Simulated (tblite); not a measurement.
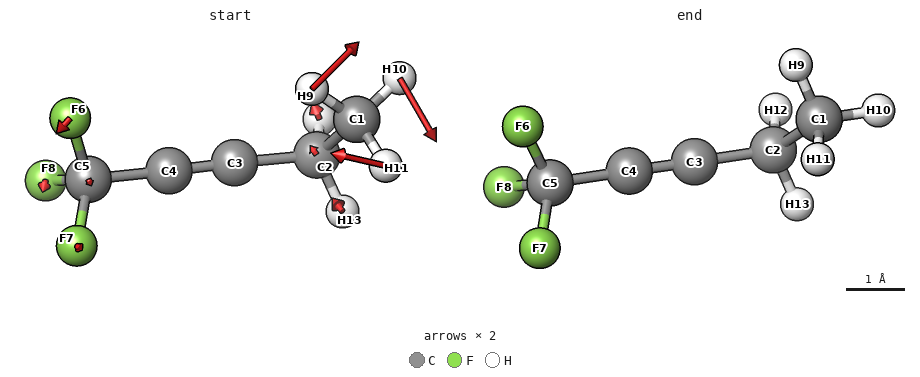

The structure of C5H5F3 before (left) and after (right) a relaxation, at one scale. The red arrows give the displacements, magnified 2 times.

A ball-and-stick model, seen from a free direction.

All numbers below come from tblite 0.8.0, GFN2-xTB geometry optimisation, gas phase. 

### What changed between the two?

The atom that moves furthest after the best rigid fit is H10 (0.66 Å). Largest moves by element: H 0.66 Å, F 0.20 Å, C 0.11 Å. Among the contacts that change: C5–F7 1.409 → 1.345 Å, C2–C3 1.495 → 1.441 Å, C1–H11 1.129 → 1.087 Å, C5–F6 1.386 → 1.344 Å. Bond angles that change, for instance: F6–C5–F8 112.5° → 106.5°, C4–C5–F6 106.8° → 112.4°, C1–C2–C3 106.5° → 111.2°. Groups turn about C1–C2 by about 35°. After 66 geometry steps the energy has fallen by 0.469 eV. The run took 0.26 s on 1 thread of Arm Neoverse V2, with other jobs on the host.
